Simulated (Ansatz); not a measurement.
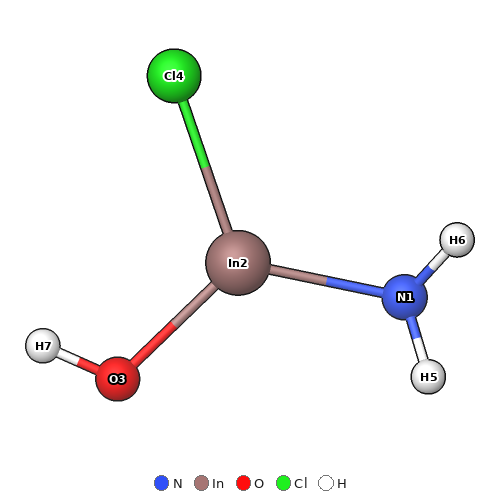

The system is ClH₃InNO, SMILES [NH2][In]([OH])[Cl]; the picture shows the reference structure. 
- The first coordinate is: bond length In2–O3; the second: dihedral N1–In2–O3–H7.
- Nothing is relaxed (all other coordinates rigid).
- Grid: 7 × 8 points.
- Points are written as (first, second).
- Energies: eV, counted from the relaxed molecule at the same level.
- Level of theory: RKS PBE0-D4/def2-TZVP (Ansatz).

Its coordinates:

```tsv
atom	x (Å)	y (Å)	z (Å)
N	0.2118	1.4228	0.7943
In	-0.0740	-0.3944	0.0062
O	-0.6905	-0.6914	-1.8410
Cl	0.0918	-2.3053	1.3238
H	0.4847	2.1424	0.1393
H	0.8289	1.4478	1.5940
H	-0.8528	-1.6220	-2.0166
```

Range: bond length In2–O3 from 1.655 to 2.561 Å; dihedral N1–In2–O3–H7 from −180 to 135°.

Q: What landscape does the calculation give?

A: The lowest grid point is at (1.957 Å, −180°), 0.0031 eV from the relaxed molecule at the same level. A higher local minimum lies near (1.957 Å, 0°) (0.08 eV above the lowest at that grid point). The highest grid point, (1.655 Å, 90°), lies 2.07 eV above the lowest. On the interpolated surface the easiest way out of the lowest well to the well at (1.957 Å, 0°) passes a barrier of about 0.15 eV, counted from the interpolated bottom of the well. Round the minimum the two coordinates are nearly uncoupled.

```
dihedral N1–In2–O3–H7 ↓, bond length In2–O3 →  1.655  1.806  1.957  2.108  2.259  2.410  2.561
                                          135   1.96   0.48   0.09   0.23   0.61   1.09   1.59
                                           90   2.08   0.57   0.16   0.29   0.66   1.13   1.62
                                           45   2.01   0.52   0.12   0.26   0.64   1.11   1.61
                                            0   1.95   0.47   0.08   0.23   0.62   1.09   1.59
                                          −45   2.02   0.53   0.13   0.26   0.64   1.11   1.60
                                          −90   2.06   0.56   0.15   0.28   0.65   1.12   1.61
                                         −135   1.91   0.44   0.06   0.21   0.60   1.08   1.57
                                         −180   1.83   0.38   0.00   0.16   0.56   1.05   1.55
```

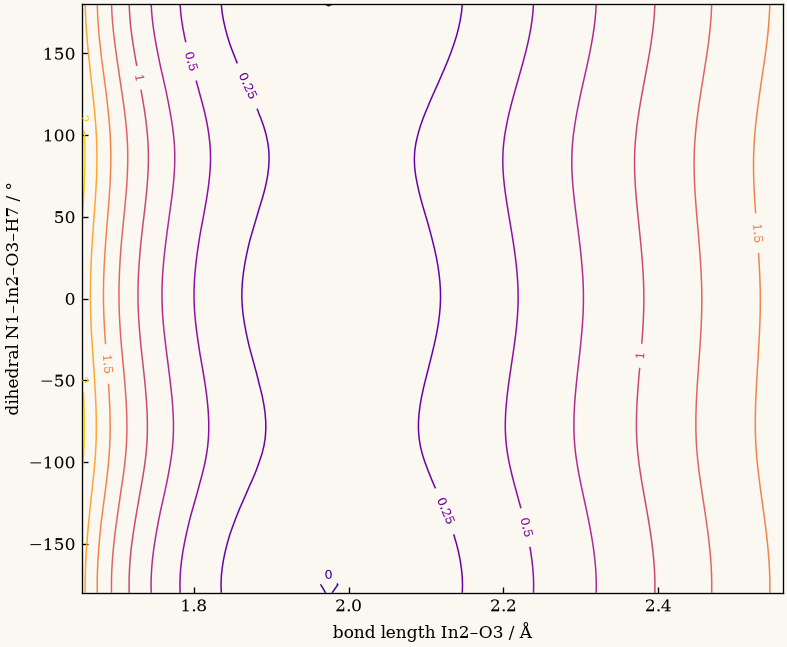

Drawn: contour lines labelled in eV. Between grid points the surface is interpolated.

Each point was launched as `ansatz run input.yaml --threads 1 --pin off --max-ram 2560MiB --backend cpu --events-out ev --progress --plain --runs-dir out`. The whole map (56 points run) took 7.6 min on 1 thread of Arm Neoverse V2, on a shared host.
